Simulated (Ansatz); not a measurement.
CsCl-type NiAl, treated with PBE (Ansatz, a first-principles code, plane waves, PAW).

Numerical settings: plane-wave cutoff 520 eV, 20×20×20 k mesh, Fermi–Dirac smearing 0.05 eV, no spin polarisation, scalar-relativistic PAW data made under PBE.

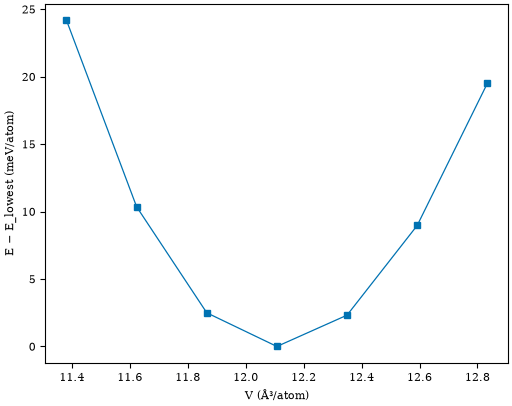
Figure: Total energy against volume

Question: From the curve, estimate the equilibrium volume and the bulk modulus.

Answer: V0 ≈ 12.1 Å³/atom and B0 ≈ 160 GPa; the fit gives V0 = 12.108 Å³/atom, B0 = 159 GPa, B′ = 4.4.

Measured, for comparison: bulk modulus 156 GPa (room temperature, no zero-point or thermal correction; as tabulated in Yamada et al. (2019), arXiv:1910.09660); equilibrium volume per atom 11.97 Å³/atom (extrapolated to 0 K, zero-point anharmonic expansion removed (Haas, Tran, Blaha 2009); as tabulated in Levämäki et al. (2014), arXiv:1402.3671). Computed less measured: bulk modulus +1.9 %, equilibrium volume per atom +1.2 %. A static lattice is as a rule a little smaller and stiffer than an uncorrected measurement, which can account for part of this in the bulk modulus.

The computed numbers hold no vibrational or temperature effects.
